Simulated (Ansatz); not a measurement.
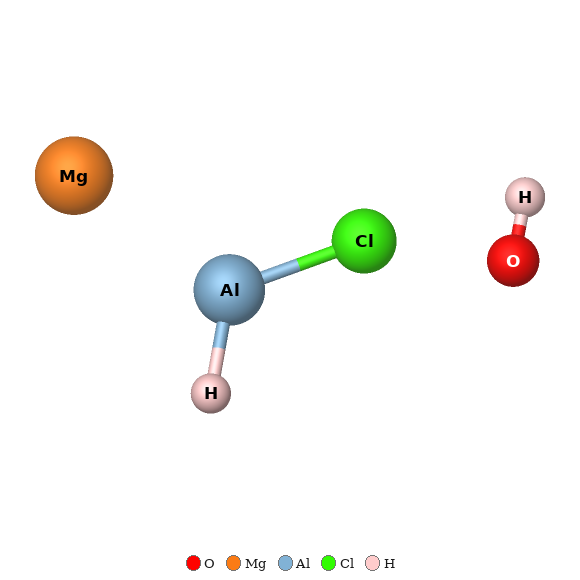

The geometry was computed by an optimisation with PBE-D4/def2-SVP. No frequency run is at hand to confirm it as a minimum. Level of theory: RKS PBE-D4/def2-SVP (Ansatz 0.2.0).

Question: Estimate the dipole moment.

Answer: 7.47 D.
